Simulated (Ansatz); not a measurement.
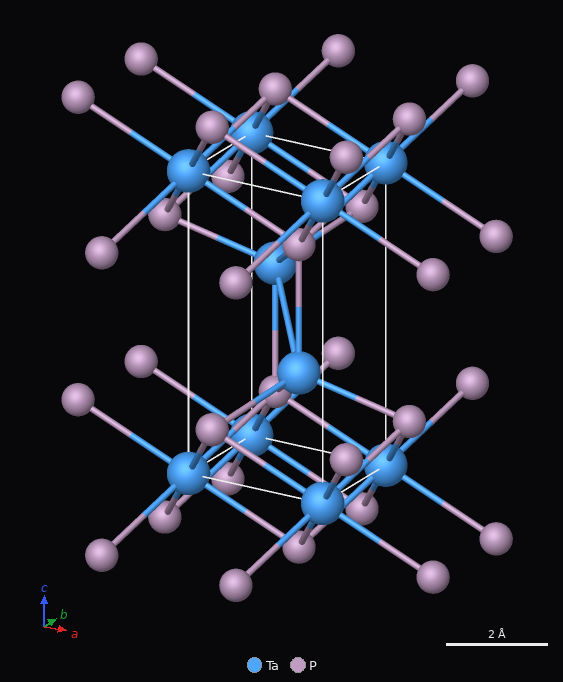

A ball-and-stick rendering, viewed slightly off an axis. The parallelepiped is the conventional unit cell. Some neighbours outside the box are added.

Give a description of the structure.

- Chemical formula Ta$_{3}$P$_{2}$.
- The structure has P-3m1 (No. 164) symmetry and a primitive hexagonal lattice.
- Atoms per cell: 5 (3 Ta, 2 P).
- With all contacts inside bonding distance counted, the coordination numbers are Ta 6 to 7 (mean 6.7) and P 7. Not all metal-metal contacts are counted.

The initial geometry was a textbook structure type filled with these elements (whether it is the usual form wasn't checked). The structure drawn was relaxed with Ansatz 0.2.0, DFT PBE, scalar-relativistic, plane waves, PAW.
